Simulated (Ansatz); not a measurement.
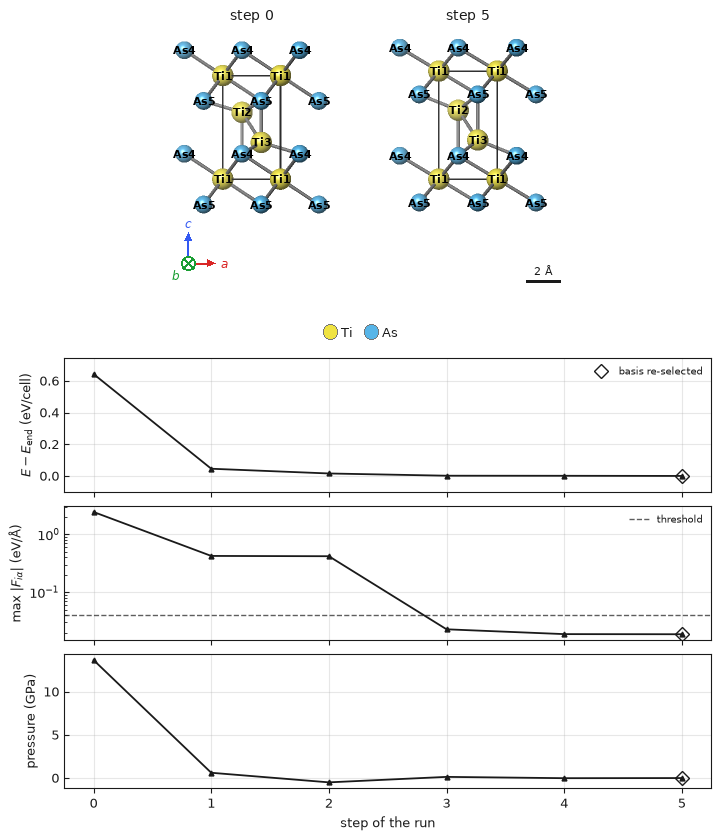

First and last geometry of a relaxation of a crystal of Ti3As2 (built on the A-type sesquioxide_164 type) (coarse preliminary run), with the history of the run. The picture is a ball-and-stick view of the cell of the calculation, seen along the b axis.

Case: A-type sesquioxide type (P-3m1, No. 164).

The calculation used DFT PBE, scalar-relativistic, plane waves, PAW (Ansatz).

Input file:
```yaml
crystal:
  lattice:
    - [3.954096735, 0.0, 0.0]
    - [-1.9770483675, 3.4243482215, 0.0]
    - [0.0, 0.0, 6.1519322299]
  atoms:
    - { symbol: Ti, position: [0.0, 0.0, 0.0] }
    - { symbol: Ti, position: [0.3333333333, 0.6666666667, 0.645] }
    - { symbol: Ti, position: [0.6666666667, 0.3333333333, 0.355] }
    - { symbol: As, position: [0.3333333333, 0.6666666667, 0.245] }
    - { symbol: As, position: [0.6666666667, 0.3333333333, 0.755] }
basis:
  ecutwfc: 420
kpoints:
  mp_grid: { grid: [6, 6, 4] }
hamiltonian:
  xc: pbe
scf:
  occupations: { method: gaussian, width: 0.1 }
  lower_state_search: "off"
output:
  forces: true
  stress: true
  eigenvalues: true
relax:
  adjacent_minimum: "off"
  f_tol: 0.04
  max_steps: 70
  cell: { stress_tol: 0.4 }
```

Launched with:
```bash
ansatz run input.yaml --threads 1 --pin off --max-ram 2560MiB --backend cpu --events-out ev --progress --plain --runs-dir out
```

> Read the history and describe the run.

It converged. The largest moves relative to the cell, 0.18 Å, are those of As4 and As5. As5 goes along +c. By element the largest moves are As 0.18 Å, Ti 0.05 Å. Cell: a = b 3.954 → 4.004 Å (+1.3 %), c 6.152 → 6.419 Å (+4.3 %). Volume +7.0 %. Near-neighbour distances that change, for instance: Ti2–As4 2.461 → 2.704 Å, Ti1–Ti2 3.159 → 3.280 Å, Ti2–As5 2.381 → 2.495 Å, Ti1–As4 2.736 → 2.696 Å. Among the angles between lasting bonds that change: As4–Ti1–As5 87.4° → 84.1°, As4–Ti1–As4 92.6° → 95.9°. The space group stays P-3m1 (No. 164). The energy falls by 0.643 eV per cell of the calculation in 4 accepted moves (5 points after the start). The largest force component goes from 2.4 to 0.019 eV/Å. Pressure: 13.66 GPa at the start and −0.01 GPa at the end. At 1 point the geometry stayed and the basis and grid were re-selected for the new cell (energy shift of 1.0 meV per cell of the calculation at most each time). The run took 29 s on 1 thread of Arm Neoverse V2, with other jobs on the host, peak memory 0.39 GiB.
